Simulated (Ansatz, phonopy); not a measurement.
# Grüneisen parameters and expansion of Ir (Iridium, Fm-3m), part 3 of 3

Which modes of Iridium drive its thermal expansion?

Ansatz 0.2.0; DFT LDA, scalar-relativistic, plane waves, PAW; PAW set soft_1.

So far. Step 10 (A cell at another volume, V/V0 1.03): The run ends at a pressure of -11.16 GPa. Step 11 (Lattice dynamics at this volume, V/V0 1.03): No mode is imaginary beyond numerical noise at the solved wavevectors.

The database entry behind the starting cell differs from later determinations by our own check (0.1 to 0.3 % short, probably kX units), so it need not match the best structure at ambient conditions.

### Step 12. A cell at another volume, V/V0 0.97

Symmetry fixes every atom, so a single point at the scaled cell gives the energy and pressure of this member.

File input.yaml:

```yaml
crystal:
  lattice:
    - [0.0, 1.8859788627, 1.8859788627]
    - [1.8859788627, 0.0, 1.8859788627]
    - [1.8859788627, 1.8859788627, 0.0]
  atoms:
    - { symbol: Ir, position: [0.0, 0.0, 0.0] }
kpoints:
  mp_grid: { grid: [20, 20, 20] }
hamiltonian:
  xc: lda
  pseudopotentials: { kind: paw, azcp: { folder: soft_1 }, xc_functional: pbe }
scf:
  occupations: { method: methfessel_paxton, width: 0.2 }
  lower_state_search: "off"
output:
  forces: true
  stress: true
  eigenvalues: true
  write_density: true
  write_potential: true
  elf: true
  volumetric_format: npy
```

Launch:

```sh
$ ansatz run input.yaml --threads 8 --pin off --max-ram 16384MiB --backend cpu --events-out ev --progress --plain --runs-dir out
```

Numbers of over 12 decimals in the logs are rounded to 6 here.

The program printed:

```text
[...]
Crystal: 1 atoms, lattice volume = 13.417 Å³
Basis set: ecut = 420 eV, 259 PW (Γ)
Bands: 13, of which v1, the nominal top of the filled ones, is band 9 counted from 1 (8 counted from 0)
Symmetry: 48 space group operations
[...]
k-points: 256 of 8000
[...]
--- Band table (eV; the first three rows and the last of 256) ---
  k-point 0: bands = [... 5 lower, 22.9620, 22.9620, 22.9620, 25.9199, 25.9199, 40.6960, 46.4485, 46.4485]
  k-point 1: bands = [... 5 lower, 22.8956, 23.0146, 23.0146, 25.8832, 25.8832, 40.9070, 45.9057, 46.6499]
  k-point 2: bands = [... 5 lower, 22.7210, 23.1568, 23.1568, 25.7965, 25.7965, 41.4981, 44.7457, 47.2409]
  k-point 255: bands = [... 5 lower, 21.9309, 21.9309, 25.2126, 28.8438, 35.7465, 36.6148, 36.6148, 41.1476]
[key lines of the parts left out:]
SCF converged after 6 iterations
Free energy (F): -11664.541470 eV
Fermi energy:    27.146919 eV
P = ⅓ Tr σ = 13.3718 GPa (133.718 kbar)
```

Elapsed: 0.79 s, on 8 threads of Arm Neoverse V1, shared host; peak memory 0.31 GiB.

The run ends at a pressure of 13.37 GPa.

### Step 13. Lattice dynamics at this volume, V/V0 0.97

The same q-mesh and k-mesh are kept at every volume, so that much of their error can cancel in the differences.

input.yaml, the sections that differ from step 12:

```yaml
output:
  eigenvalues: true
phonons:
  method: dfpt
  qmesh: [4, 4, 4]
  temperatures: { t_max: 1000, t_step: 50 }
  qpath:
    path:
      - [[0.0, 0.0, 0.0], [0.5, 0.0, 0.5], [0.625, 0.25, 0.625]]
      - [[0.375, 0.375, 0.75], [0.0, 0.0, 0.0], [0.5, 0.5, 0.5], [0.5, 0.25, 0.75], [0.5, 0.0, 0.5]]
    npoints: 10
# crystal, kpoints, hamiltonian, scf: as in step 12
```

The program printed:

```text
[...]
Crystal: 1 atoms, lattice volume = 13.417 Å³
Basis set: ecut = 420 eV, 259 PW (Γ), exchange–correlation on 36×36×36 points (8 copies of the dense FFT grid, shifted against one another)
Bands: 13, of which v1, the nominal top of the filled ones, is band 9 counted from 1 (8 counted from 0)
Symmetry: 48 space group operations
k-points: 256 of 8000
[...]
k-point 255: bands = [... 5 lower, 21.9309, 21.9309, 25.2127, 28.8438, 35.7465, 36.6148, 36.6148, 41.1476]
[...]
ASR residual: 4.677e-5 → 0.000e0 eV/Å²; symmetrization residual: 1.137e-11 eV/Å²
  ASR residual per site (eV/Å²): 4.68e-5
  Γ frequencies (cm⁻¹): 0.00 0.00 0.00
--- Phonons (arbitrary-q DFPT): 8 irreducible q on the 4×4×4 mesh ---
[...]
interpolated dispersion: 62 rows × 3 modes
[...]
[key lines of the parts left out:]
SCF converged after 7 iterations
Free energy (F): -11664.541470 eV
Fermi energy:    27.146924 eV
```

Run time: 81 s. Hardware: 8 threads; peak memory 3.5 GiB; 9.4 min of CPU time.

No mode is imaginary beyond numerical noise at the solved wavevectors.

### Step 14. A cell at another volume, V/V0 1.05

Symmetry fixes every atom, so a single point at the scaled cell gives the energy and pressure of this member.

The cell differs from the one that the last finished run ended in (a 2.667 → 2.739 Å, b 2.667 → 2.739 Å, c 2.667 → 2.739 Å).

input.yaml, the sections that differ from step 13:

```yaml
crystal:
  lattice:
    - [0.0, 1.9364636211, 1.9364636211]
    - [1.9364636211, 0.0, 1.9364636211]
    - [1.9364636211, 1.9364636211, 0.0]
  atoms:
    - { symbol: Ir, position: [0.0, 0.0, 0.0] }
output:
  forces: true
  stress: true
  eigenvalues: true
# kpoints, hamiltonian, scf: as in step 13
# phonons: removed
```

The program printed:

```text
[...]
Crystal: 1 atoms, lattice volume = 14.523 Å³
Basis set: ecut = 420 eV, 283 PW (Γ)
Bands: 13, of which v1, the nominal top of the filled ones, is band 9 counted from 1 (8 counted from 0)
Symmetry: 48 space group operations
[...]
k-points: 256 of 8000
[...]
--- Band table (eV; the first three rows and the last of 256) ---
  k-point 0: bands = [... 5 lower, 20.8424, 20.8424, 20.8424, 23.4561, 23.4561, 38.3442, 43.6485, 43.6485]
  k-point 1: bands = [... 5 lower, 20.7847, 20.8896, 20.8896, 23.4253, 23.4253, 38.5315, 43.1198, 43.8282]
  k-point 2: bands = [... 5 lower, 20.6318, 21.0168, 21.0168, 23.3531, 23.3531, 39.0566, 41.9772, 44.3553]
  k-point 255: bands = [... 5 lower, 19.8958, 19.8958, 22.8675, 26.0138, 32.4155, 33.4429, 33.4429, 37.6556]
[key lines of the parts left out:]
SCF converged after 6 iterations
Free energy (F): -11664.518475 eV
Fermi energy:    24.550329 eV
P = ⅓ Tr σ = -17.5517 GPa (-175.517 kbar)
```

The job ended after 0.65 s (8 threads; peak memory 0.31 GiB).

The run ends at a pressure of -17.55 GPa.

### Step 15. Lattice dynamics at this volume, V/V0 1.05

The same q-mesh and k-mesh are kept at every volume, so that much of their error can cancel in the differences.

input.yaml, the sections that differ from step 14:

```yaml
output:
  eigenvalues: true
phonons:
  method: dfpt
  qmesh: [4, 4, 4]
  temperatures: { t_max: 1000, t_step: 50 }
  qpath:
    path:
      - [[0.0, 0.0, 0.0], [0.5, 0.0, 0.5], [0.625, 0.25, 0.625]]
      - [[0.375, 0.375, 0.75], [0.0, 0.0, 0.0], [0.5, 0.5, 0.5], [0.5, 0.25, 0.75], [0.5, 0.0, 0.5]]
    npoints: 10
# crystal, kpoints, hamiltonian, scf: as in step 14
```

The program printed:

```text
[...]
Crystal: 1 atoms, lattice volume = 14.523 Å³
Basis set: ecut = 420 eV, 283 PW (Γ), exchange–correlation on 40×40×40 points (8 copies of the dense FFT grid, shifted against one another)
Bands: 13, of which v1, the nominal top of the filled ones, is band 9 counted from 1 (8 counted from 0)
Symmetry: 48 space group operations
k-points: 256 of 8000
[...]
k-point 255: bands = [... 5 lower, 19.8958, 19.8958, 22.8675, 26.0138, 32.4155, 33.4429, 33.4429, 37.6556]
[...]
ASR residual: 1.234e-4 → 0.000e0 eV/Å²; symmetrization residual: 1.576e-11 eV/Å²
  ASR residual per site (eV/Å²): 1.23e-4
  Γ frequencies (cm⁻¹): 0.00 0.00 0.00
--- Phonons (arbitrary-q DFPT): 8 irreducible q on the 4×4×4 mesh ---
[...]
interpolated dispersion: 62 rows × 3 modes
[...]
[key lines of the parts left out:]
SCF converged after 7 iterations
Free energy (F): -11664.518475 eV
Fermi energy:    24.550339 eV
```

It took 85 s on 8 threads; peak memory 3.7 GiB.

No LO-TO term. Phonon branches along the path, in cm⁻¹:

| point | branch 1 | branch 2 | branch 3 |
| --- | --- | --- | --- |
| Γ | 0 | 0 | 0 |
| X | 132 | 132 | 173 |
| U | 132 | 150 | 156 |
| jump to K | 132 | 150 | 156 |
| Γ | 0 | 0 | 0 |
| L | 108 | 108 | 178 |
| W | 147 | 147 | 150 |
| X | 132 | 132 | 173 |

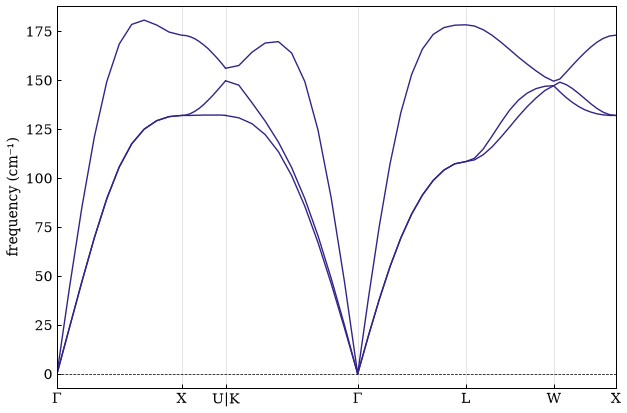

Phonon branches along the path.

No mode is imaginary beyond numerical noise at the solved wavevectors.

### Step 16. Mode Grüneisen parameters

This step: DFT LDA, scalar-relativistic, plane waves, PAW; PAW set soft_1 (phonopy 4.10.0).

This step gave:

```
share of modes with a negative Grüneisen parameter : 0
```

Mean Grüneisen, by row:

| T (K) | heat-capacity-weighted mean | root mean square |
| --- | --- | --- |
| 50 | 2.314 | 2.337 |
| 100 | 2.407 | 2.43 |
| 200 | 2.436 | 2.459 |
| 300 | 2.442 | 2.464 |
| 500 | 2.445 | 2.467 |
| 800 | 2.446 | 2.468 |

The mean mode Grueneisen parameter by wavenumber:

| wavenumber (cm⁻¹) | mean mode Grueneisen parameter |
| --- | --- |
| 3.5 | - |
| 17.3 | 1.82 |
| 24.3 | 2.31 |
| 38.1 | 2.08 |
| 52.0 | 1.94 |
| 65.8 | 2 |
| 72.8 | 2.09 |
| 86.6 | 2.08 |
| 100.5 | 2.05 |
| 107.4 | 2.14 |
| 121.3 | 2.1 |
| 135.1 | 2.23 |
| 142.1 | 2.32 |
| 155.9 | 2.56 |
| 169.8 | 2.72 |
| 183.6 | 2.76 |
| 190.6 | 2.74 |
| 204.4 | 2.79 |

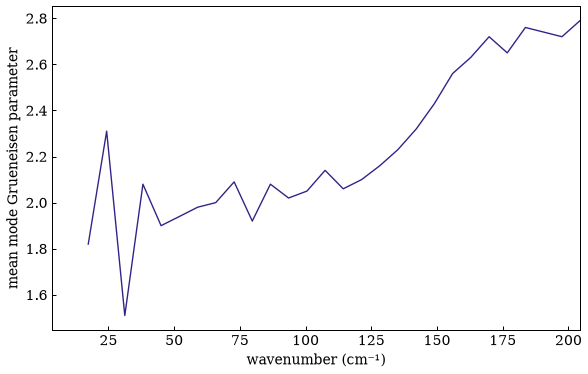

Mean mode Grueneisen parameter against wavenumber.

Volume series, by row:

| V/V0 | V (Å³/atom) | pressure (GPa) | E - E0 (meV/atom) | gap (eV) | zero-point energy (meV/atom) | lowest on the path (cm⁻¹) | highest at Gamma without the LO-TO term (cm⁻¹) |
| --- | --- | --- | --- | --- | --- | --- | --- |
| 0.97 | 13.42 | 13.37 | 16.85 | 0 | 30.58 | 0 | - |
| 0.985 | 13.62 | 6.386 | 4.098 | 0 | 29.48 | 0 | - |
| 1 | 13.83 | 0 | 0 | 0 | 28.4 | 0 | - |
| 1.015 | 14.04 | -5.835 | 3.802 | 0 | 27.34 | 0 | - |
| 1.03 | 14.25 | -11.16 | 14.84 | 0 | 26.31 | 0 | - |
| 1.05 | 14.52 | -17.55 | 39.71 | 0 | 24.96 | 0 | - |

Grüneisen at points, by row:

| point | branch | frequency (cm⁻¹) | mode Grüneisen parameter |
| --- | --- | --- | --- |
| X | 1 | 150.3 | 2.53 |
| X | 3 | 201.6 | 2.92 |
| U | 1 | 148.2 | 2.27 |
| U | 2 | 173.3 | 2.8 |
| U | 3 | 182.7 | 2.99 |
| K | 1 | 148.2 | 2.27 |
| K | 2 | 173.3 | 2.8 |
| K | 3 | 182.7 | 2.99 |
| L | 1 | 119.6 | 1.96 |
| L | 3 | 207.8 | 2.93 |
| W | 1 | 168.8 | 2.37 |
| W | 2 | 171.7 | 2.93 |

### Step 17. Quasi-harmonic fit by phonopy

This step gave:

- volume expansion coefficient at 300 K: 17.88 1e-6/K
- isothermal bulk modulus at 300 K: 393.0 GPa
- C_P at 300 K: 24.18 J/mol-atom/K
- Grüneisen parameter at 300 K: 2.469

Table of energy (each curve on its own zero) by volume; values in meV/atom:

| volume (Å³/atom) | static | F at 0 K | F at 300 K | F at 1300 K |
| --- | --- | --- | --- | --- |
| 13.416 | 16.9 | 19.6 | 24.5 | 48.4 |
| 13.624 | 4.1 | 5.73 | 8.79 | 23.6 |
| 13.832 | 0 | 0.55 | 1.73 | 7.24 |
| 14.039 | 3.8 | 3.3 | 2.53 | -1.42 |
| 14.246 | 14.8 | 13.3 | 10.5 | -3.07 |
| 14.523 | 39.7 | 36.8 | 31.2 | 4.5 |

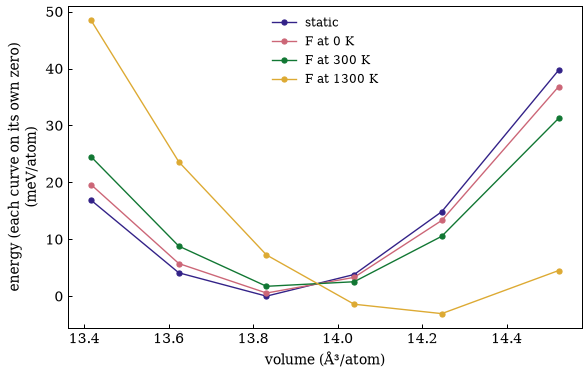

Energy (each curve on its own zero) against volume.

Phonopy-qha, vinet fit of F(V) at each temperature; no electronic free energy. Qha vinet, by row:

| T (K) | fitted volume (Å³/atom) | alpha_V (1e-6/K) | B_T (GPa) | C_P (J/mol-atom/K) | Grueneisen |
| --- | --- | --- | --- | --- | --- |
| 100 | 13.87 | 12.03 | 401.8 | 16.92 | 2.381 |
| 150 | 13.88 | 15.2 | 399.7 | 21.01 | 2.433 |
| 200 | 13.89 | 16.62 | 397.5 | 22.75 | 2.452 |
| 250 | 13.9 | 17.39 | 395.3 | 23.65 | 2.462 |
| 300 | 13.91 | 17.88 | 393 | 24.18 | 2.469 |
| 350 | 13.92 | 18.24 | 390.7 | 24.53 | 2.476 |
| 400 | 13.94 | 18.52 | 388.3 | 24.78 | 2.482 |
| 450 | 13.95 | 18.76 | 386 | 24.98 | 2.487 |
| 500 | 13.96 | 18.97 | 383.6 | 25.14 | 2.493 |
| 550 | 13.98 | 19.17 | 381.3 | 25.27 | 2.499 |
| 600 | 13.99 | 19.35 | 378.9 | 25.39 | 2.504 |
| 650 | 14 | 19.53 | 376.5 | 25.5 | 2.51 |
| 700 | 14.02 | 19.71 | 374 | 25.61 | 2.515 |
| 750 | 14.03 | 19.89 | 371.6 | 25.7 | 2.521 |
| 800 | 14.05 | 20.06 | 369.1 | 25.8 | 2.527 |
| 850 | 14.06 | 20.24 | 366.6 | 25.89 | 2.533 |
| 900 | 14.07 | 20.42 | 364.2 | 25.98 | 2.538 |
| 950 | 14.09 | 20.59 | 361.7 | 26.08 | 2.544 |
| 1000 | 14.1 | 20.78 | 359.1 | 26.17 | 2.55 |
| 1050 | 14.12 | 20.96 | 356.6 | 26.26 | 2.556 |
| 1100 | 14.13 | 21.15 | 354 | 26.35 | 2.563 |
| 1150 | 14.15 | 21.34 | 351.5 | 26.44 | 2.569 |
| 1200 | 14.16 | 21.53 | 348.9 | 26.54 | 2.575 |
| 1250 | 14.18 | 21.73 | 346.3 | 26.63 | 2.582 |

Volume expansion coefficient, phonopy-qha, Vinet against temperature:

| temperature (K) | volume expansion coefficient, phonopy-qha, Vinet (1e-6/K) |
| --- | --- |
| 75 | 8.96 |
| 150 | 15.2 |
| 225 | 17.1 |
| 275 | 17.7 |
| 350 | 18.2 |
| 425 | 18.6 |
| 500 | 19.0 |
| 575 | 19.3 |
| 650 | 19.5 |
| 700 | 19.7 |
| 775 | 20.0 |
| 850 | 20.2 |
| 925 | 20.5 |
| 1000 | 20.8 |
| 1075 | 21.1 |
| 1125 | 21.2 |
| 1200 | 21.5 |
| 1275 | 21.8 |

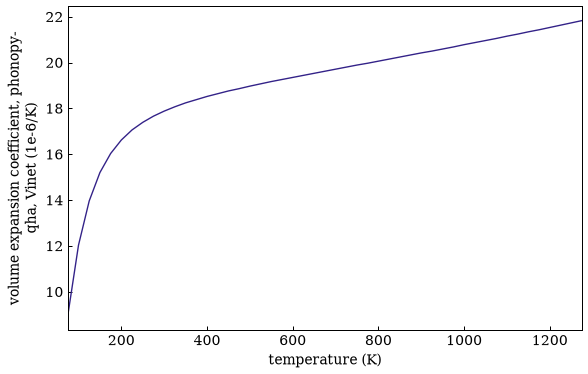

Volume expansion coefficient, phonopy-qha, Vinet, plotted against temperature.

The fit gives a volume expansion of 17.9 × 10⁻⁶/K at 300 K.

### Step 18. Outcome

```yaml
volume_expansion_coefficient_at_300_k: 17.88 1e-6/K
isothermal_bulk_modulus_at_300_k: 393.0 GPa
c_p_at_300_k: 24.18 J/mol-atom/K
grueneisen_parameter_at_300_k: 2.469
mean_mode_grueneisen_parameter_at_300_k: 2.44
```

**Reading.** Near room temperature Iridium expands by 17.9 × 10⁻⁶/K in volume by LDA, with C_P = 24.2 J/(mol K) per mole of atoms and B_T = 393 GPa. The q-mesh is coarse, and the expansion can converge slowly with it. C_P at room temperature is 97 % of the classical 3R an atom. The fit leaves out the electrons' free energy, which adds to C_P and to the expansion of a metal at high temperature. The heat-capacity-weighted Grüneisen parameter goes from 2.31 at 50 K to 2.45 at 800 K. Weighting γ by the density of states and each mode's heat capacity at 300 K, modes below 70 cm⁻¹ give about 1 % of the sum of γC that drives the expansion, those up to 140 cm⁻¹ 29 % and the rest 69 %. Among the labelled points γ is largest for branch 3 at U (183 cm⁻¹, 3.0) and smallest for branch 1 at L (120 cm⁻¹, 2.0). The PAW files were made for PBE and are used here under another functional, for which the program regenerates the frozen cores.

[Logs are printed without paths, hosts, clocks, repeated set-up lines and the standing remarks that a program may print on its own settings, such as how far it seeks lower states.]

[Hosts, paths, dates, database ids (printed as entryN), source tags and the programs' standing remarks are cut or masked in the printed files.]

[A step with changed settings may run another functional than the one named; its input shows which.]

[Of the runs on displaced cells, only some may be shown.]
